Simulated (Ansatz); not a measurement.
**BCCD(T)/STO-3G run of HNO (nitroxyl)**

What is the vertical electron affinity of HNO (nitroxyl) at BCCD(T)/STO-3G? 

The calculation is run with Ansatz 0.2.0.

**1. The molecule**

HNO: 3 atoms, total charge 0, spin state singlet. As SMILES, `N=O`. The shape is that of a GFN2-xTB optimisation.

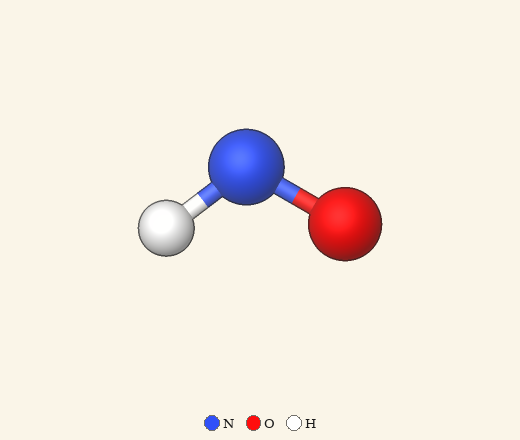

The structure, seen from a chosen angle (nitrogen blue, oxygen red, hydrogen white).

**2. A single-point energy at BCCD(T)/STO-3G**

Input file job.yaml:

```yaml
crystal:
  periodic: [false, false, false]
  atoms:
    - {symbol: "N", position_ang: [-0.275940, 0.297220, -0.114780]}
    - {symbol: O, position_ang: [0.768580, 0.418030, 0.466150]}
    - {symbol: H, position_ang: [-0.492640, -0.715240, -0.351380]}
basis:
  gaussian: {orbitals: STO-3G}
correlation: {method: bccd_t, frozen_orbitals: {H: 0, "N": 1, O: 1}}
accuracy: high
scf: {omitted_lower_state_checks: [cluster_reference, increment]}
```

On the command line:

```sh
$ ansatz run job.yaml --threads 1 --pin off --max-ram 2610MiB --events-out events.jsonl --progress --plain --runs-dir runs
```

Output:

```text
Warning: RAYON_NUM_THREADS=1 ignored (pool sized by the plan → 1); use --threads N
Functional definition: HF
  name "HF"
  exchange = exact_x
  correlation = 0
these checks for a lower state are left out or cut short: cluster_reference, increment
168 factors; integrals over basis functions are off by at most 2.2e-8 eV
mean field evaluation 1: about -3483.5299 eV, gradient 1.8e1 eV
mean field evaluation 2: about -3483.6070 eV, gradient 1.9e1 eV
mean field evaluation 4: about -3484.6583 eV, gradient 1.3e0 eV
mean field evaluation 8: about -3484.6693 eV, gradient 2.2e-2 eV
mean field -3484.66927338 eV, -128.0592338031 hartree, gradient 1.1e-8 eV, S^2 0.000000; 0 other end points of the search recorded, 0 dependent functions left out; unrestricted orbitals would lower it
2 core orbitals not correlated: weight in the atoms' cores, before any rotation towards them, 1.000 or more for the frozen orbitals, at most 0.000 for the correlated occupied ones
reference -3484.66927338 eV, -128.0592338031 hartree; 6, 6 occupied and 3, 3 virtual orbitals, 168 factors
second order -3.25422883 eV of doubles, -0.00000000 eV of singles
cycle   1  -3.62122498 eV  change   -3.7e-1 eV  update   6.3e-2
cycle   2  -3.80774386 eV  change   -1.9e-1 eV  update   2.6e-2
cycle   3  -3.86509779 eV  change   -5.7e-2 eV  update   1.3e-2
cycle   4  -3.87520686 eV  change   -1.0e-2 eV  update   4.0e-3
cycle   5  -3.87594165 eV  change   -7.3e-4 eV  update   2.0e-3
cycle   6  -3.87547215 eV  change    4.7e-4 eV  update   1.3e-3
cycle   7  -3.87638802 eV  change   -9.2e-4 eV  update   6.6e-4
cycle   8  -3.87638780 eV  change    2.1e-7 eV  update   1.3e-4
cycle   9  -3.87629753 eV  change    9.0e-5 eV  update   4.4e-5
cycle  10  -3.87627548 eV  change    2.2e-5 eV  update   1.4e-5
cycle  11  -3.87627304 eV  change    2.4e-6 eV  update   4.8e-6
cycle  12  -3.87627314 eV  change   -9.6e-8 eV  update   1.4e-6
cycle  13  -3.87627243 eV  change    7.1e-7 eV  update   5.6e-7
cycle  14  -3.87627206 eV  change    3.7e-7 eV  update   1.9e-7
cycle  15  -3.87627191 eV  change    1.5e-7 eV  update   8.1e-8
cycle  16  -3.87627198 eV  change   -6.9e-8 eV  update   2.4e-8
cycle  17  -3.87627242 eV  change   -4.3e-7 eV  update   7.9e-8
cycle  18  -3.87627248 eV  change   -6.3e-8 eV  update   3.1e-8
cycle  19  -3.87627252 eV  change   -3.6e-8 eV  update   1.2e-8
cycle  20  -3.87627253 eV  change   -9.3e-9 eV  update   5.7e-9
cycle  21  -3.87627253 eV  change  -2.2e-10 eV  update   3.2e-9
cycle  22  -3.87627252 eV  change    6.4e-9 eV  update   1.9e-9
cycle  23  -3.87627252 eV  change    1.9e-9 eV  update  5.1e-10
cycle  24  -3.87627252 eV  change   4.4e-10 eV  update  1.2e-10
perturbative correction -0.05600159 eV, -0.0020580205 hartree
Total energy: -3488.60154749 eV, -128.2037422113 hartree
Checks for a lower state left out: cluster_reference, increment
```

It took 0.14 s on 1 thread of Arm Neoverse V2, shared host.

**3. The doublet anion**

Input file job.yaml:

```yaml
crystal:
  periodic: [false, false, false]
  atoms:
    - symbol: N
      position_ang: [-0.275940, 0.297220, -0.114780]
    - symbol: O
      position_ang: [0.768580, 0.418030, 0.466150]
    - symbol: H
      position_ang: [-0.492640, -0.715240, -0.351380]
basis:
  gaussian:
    orbitals: STO-3G
total_charge: -1
magnetization:
  spin_polarized: true
  initial_magnetization: 1
correlation:
  method: bccd_t
  frozen_orbitals: {H: 0, "N": 1, O: 1}
accuracy: high
scf:
  omitted_lower_state_checks: [cluster_reference, increment]
```

On the command line:

```sh
$ ansatz run job.yaml --threads 1 --pin off --max-ram 2610MiB --events-out events.jsonl --progress --plain --runs-dir runs
```

Output:

```text
Warning: RAYON_NUM_THREADS=1 ignored (pool sized by the plan → 1); use --threads N
Functional definition: HF
  name "HF"
  exchange = exact_x
  correlation = 0
these checks for a lower state are left out or cut short: cluster_reference, increment
168 factors; integrals over basis functions are off by at most 2.2e-8 eV
mean field evaluation 1: about -3478.7159 eV, gradient 6.6e0 eV
mean field evaluation 2: about -3478.8434 eV, gradient 6.7e0 eV
mean field evaluation 4: about -3479.1678 eV, gradient 8.4e-1 eV
mean field evaluation 8: about -3479.1902 eV, gradient 1.8e-4 eV
mean field evaluation 16: about -3479.1897 eV, gradient 2.4e-8 eV
mean field -3479.18968875 eV, -127.8578627820 hartree, gradient 2.4e-8 eV, S^2 0.751962; 0 other end points of the search recorded, 0 dependent functions left out
2 core orbitals not correlated: weight in the atoms' cores, before any rotation towards them, 1.000 or more for the frozen orbitals, at most 0.000 for the correlated occupied ones
reference -3479.18968875 eV, -127.8578627820 hartree; 7, 6 occupied and 2, 3 virtual orbitals, 168 factors
second order -1.58818733 eV of doubles, -0.00000000 eV of singles
cycle   1  -1.92987958 eV  change   -3.4e-1 eV  update   4.8e-2
cycle   2  -2.07819435 eV  change   -1.5e-1 eV  update   2.0e-2
cycle   3  -2.09287857 eV  change   -1.5e-2 eV  update   7.9e-3
cycle   4  -2.08805720 eV  change    4.8e-3 eV  update   3.3e-3
cycle   5  -2.08769949 eV  change    3.6e-4 eV  update   8.7e-4
cycle   6  -2.08729220 eV  change    4.1e-4 eV  update   2.5e-4
cycle   7  -2.08745099 eV  change   -1.6e-4 eV  update   9.5e-5
cycle   8  -2.08747529 eV  change   -2.4e-5 eV  update   4.0e-5
cycle   9  -2.08746350 eV  change    1.2e-5 eV  update   1.8e-5
cycle  10  -2.08747243 eV  change   -8.9e-6 eV  update   5.8e-6
cycle  11  -2.08747245 eV  change   -2.2e-8 eV  update   1.8e-6
cycle  12  -2.08747155 eV  change    9.0e-7 eV  update   6.3e-7
cycle  13  -2.08747111 eV  change    4.4e-7 eV  update   2.0e-7
cycle  14  -2.08747115 eV  change   -4.6e-8 eV  update   8.0e-8
cycle  15  -2.08747116 eV  change   -5.0e-9 eV  update   3.1e-8
cycle  16  -2.08747122 eV  change   -6.4e-8 eV  update   1.4e-8
cycle  17  -2.08747148 eV  change   -2.6e-7 eV  update   4.2e-8
cycle  18  -2.08747155 eV  change   -6.9e-8 eV  update   1.5e-8
cycle  19  -2.08747155 eV  change   -2.3e-9 eV  update   3.7e-9
cycle  20  -2.08747155 eV  change    1.4e-9 eV  update   1.2e-9
perturbative correction -0.03668931 eV, -0.0013483073 hartree
Total energy: -3481.31384961 eV, -127.9359242539 hartree
Checks for a lower state left out: cluster_reference, increment
```

It took 0.14 s on 1 thread of Arm Neoverse V2, shared host.

**4. Results**

At BCCD(T)/STO-3G, 2 core orbitals frozen:

| quantity | value |
| --- | --- |
| singlet HNO: total energy | -128.20374 Eh |
| singlet HNO: correlation energy (2 core orbitals frozen) | -144.5 mEh |
| singlet HNO: (T) correction | -2.06 mEh |
| doublet anion: total energy | -127.93592 Eh |
| doublet anion: correlation energy (2 core orbitals frozen) | -78.1 mEh |
| doublet anion: (T) correction | -1.35 mEh |
| doublet anion: ⟨S²⟩ of the reference determinant | 0.752 |
| vertical electron affinity (to the doublet anion) | -7.288 eV |

The anion lies 7.29 eV (703 kJ/mol) above the neutral: the electron isn't bound at this level, and such a value depends on the basis. Without diffuse functions anions come out too high. In a minimal basis such a difference can be off by several eV, whatever the method. The restricted solution (singlet HNO) is unstable to spin breaking: an unrestricted one lies lower. The triples (singlet HNO) make up 1.4 % of the correlation energy. The triples (doublet anion) make up 1.7 % of the correlation energy.
